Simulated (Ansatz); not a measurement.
**C2H5Al (SMILES C=[CH][AlH2]) at PBE/def2-SVPD**

What is the vertical electron affinity of C2H5Al at PBE/def2-SVPD? 

The results are computed with Ansatz 0.2.0.

33 further runs of the same task are left out: 33 set aside as unsound or not needed.

## Step 1: The system as given

C2H5Al: 8 atoms, total charge 0, spin state singlet. SMILES: `C=[CH][AlH2]`. Geometry: relaxed at PBE0-D4/def2-TZVP.

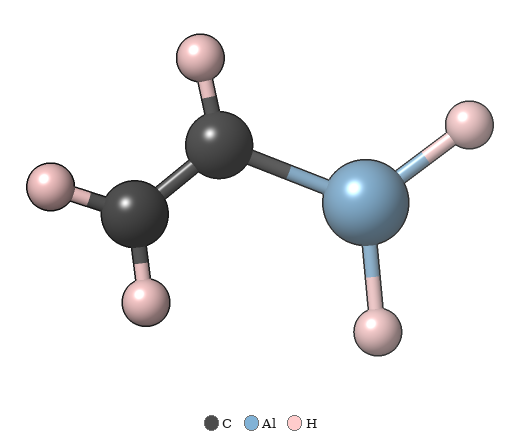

The structure, seen from a chosen angle (carbon dark grey, aluminium light blue, hydrogen pink).

## Step 2: The energy at PBE/def2-SVPD

File input.yaml:

```yaml
basis:
  gaussian:
    orbitals: def2-SVPD
crystal:
  periodic: [false, false, false]
  atoms:
    - {symbol: C, position_ang: [-1.029900, 0.829200, -0.357000]}
    - {symbol: C, position_ang: [0.199000, 0.651000, 0.138100]}
    - {symbol: Al, position_ang: [0.930800, -1.139300, 0.262000]}
    - {symbol: H, position_ang: [-1.636900, -0.008600, -0.695500]}
    - {symbol: H, position_ang: [-1.495000, 1.809300, -0.451900]}
    - {symbol: H, position_ang: [0.735600, 1.546100, 0.452700]}
    - {symbol: H, position_ang: [2.384000, -1.417900, 0.837700]}
    - {symbol: H, position_ang: [0.004400, -2.327000, -0.241900]}
magnetization:
  spin_polarized: false
output:
  orbitals: {seedname: orbitals}
accuracy: high
hamiltonian:
  xc: pbe
```

Command:

```sh
ansatz run input.yaml --threads 1 --pin off --max-ram 3480MiB --events-out events.jsonl --progress --plain --runs-dir runs
```

Log:

```text
Warning: RAYON_NUM_THREADS=1 ignored (pool sized by the plan → 1); use --threads N
Functional definition: PBE
  name "PBE"
  parameter kappa = 0.804
  parameter beta = 0.06672455060314922
  exchange = pbe_x(kappa = kappa, mu = beta*pi^2/3)
  correlation = pbe_c(beta = beta)
2110 factors; integrals over basis functions are off by at most 3.5e-9 eV
mean field evaluation 1: about -8732.9567 eV, gradient 5.2e1 eV
mean field evaluation 2: about -8704.7713 eV, gradient 1.0e2 eV
mean field evaluation 4: about -8740.0547 eV, gradient 1.5e1 eV
mean field evaluation 8: about -8740.6820 eV, gradient 2.3e-1 eV
mean field evaluation 16: about -8740.6822 eV, gradient 5.4e-6 eV
mean field -8740.68218408 eV, -321.2141456179 hartree, gradient 3.0e-8 eV, S^2 0.000000; 0 other end points of the search recorded, 0 dependent functions left out
reference -8740.68218889 eV, -321.2141457947 hartree; 15, 15 occupied and 89, 89 virtual orbitals, 2110 factors
Total energy: -8740.68218889 eV, -321.2141457947 hartree
```

Wall time 5.7 s (1 thread of Arm Neoverse V2, shared host); peak memory 0.27 GiB.

## Step 3: The doublet anion at the same level

File run.yaml:

```yaml
crystal:
  periodic: [false, false, false]
  atoms:
    - {symbol: C, position_ang: [-1.029900, 0.829200, -0.357000]}
    - {symbol: C, position_ang: [0.199000, 0.651000, 0.138100]}
    - {symbol: Al, position_ang: [0.930800, -1.139300, 0.262000]}
    - {symbol: H, position_ang: [-1.636900, -0.008600, -0.695500]}
    - {symbol: H, position_ang: [-1.495000, 1.809300, -0.451900]}
    - {symbol: H, position_ang: [0.735600, 1.546100, 0.452700]}
    - {symbol: H, position_ang: [2.384000, -1.417900, 0.837700]}
    - {symbol: H, position_ang: [0.004400, -2.327000, -0.241900]}
basis:
  gaussian: {orbitals: def2-SVPD}
total_charge: -1
magnetization: {spin_polarized: true, initial_magnetization: 1}
hamiltonian: {xc: {name: PBE}}
accuracy: high
output: {orbitals: {seedname: orbitals}}
```

Command:

```sh
ansatz run run.yaml --threads 1 --pin off --max-ram 3480MiB --events-out events.jsonl --progress --plain --runs-dir runs
```

Log (excerpt; [...] marks lines left out):

```text
Warning: RAYON_NUM_THREADS=1 ignored (pool sized by the plan → 1); use --threads N
[... 6 set-up lines as earlier in the session ...]
2109 factors; integrals over basis functions are off by at most 3.5e-9 eV
mean field evaluation 1: about -8736.9999 eV, gradient 2.5e1 eV
mean field evaluation 2: about -8724.8393 eV, gradient 5.0e1 eV
mean field evaluation 4: about -8740.6726 eV, gradient 4.1e0 eV
mean field evaluation 8: about -8740.8267 eV, gradient 1.7e-1 eV
mean field evaluation 16: about -8740.8270 eV, gradient 4.2e-5 eV
mean field evaluation 32: about -8739.5528 eV, gradient 3.3e-1 eV
mean field -8740.82696737 eV, -321.2194663054 hartree, gradient 6.8e-8 eV, S^2 0.756173; 2 other end points of the search recorded, 0 dependent functions left out
reference -8740.82697207 eV, -321.2194664781 hartree; 16, 15 occupied and 88, 89 virtual orbitals, 2109 factors
Total energy: -8740.82697207 eV, -321.2194664781 hartree
```

Run time: 12 s. Hardware: 1 thread of Arm Neoverse V2, shared host; peak memory 0.34 GiB.

## Step 4: Results

At PBE/def2-SVPD:

| quantity | value |
| --- | --- |
| singlet C2H5Al: total energy | -321.21415 Eh |
| singlet C2H5Al: HOMO energy | -6.81 eV |
| singlet C2H5Al: LUMO energy | -2.51 eV |
| singlet C2H5Al: HOMO–LUMO gap | 4.31 eV |
| doublet anion: total energy | -321.21947 Eh |
| doublet anion: HOMO energy (highest over α and β) | 2.27 eV |
| doublet anion: LUMO energy (lowest over α and β) | 3.25 eV |
| doublet anion: ⟨S²⟩ | 0.756 |
| vertical electron affinity (to the doublet anion) | 0.145 eV |

At fixed nuclei the extra electron is bound by 0.14 eV (3.3 kcal/mol). The HOMO (doublet anion) lies at positive energy, 2.27 eV, as semi-local functionals often give for anions; only total energies tell whether the electron is bound.

The anion's highest level is positive in at least one run, so there the basis alone may hold the extra electron.
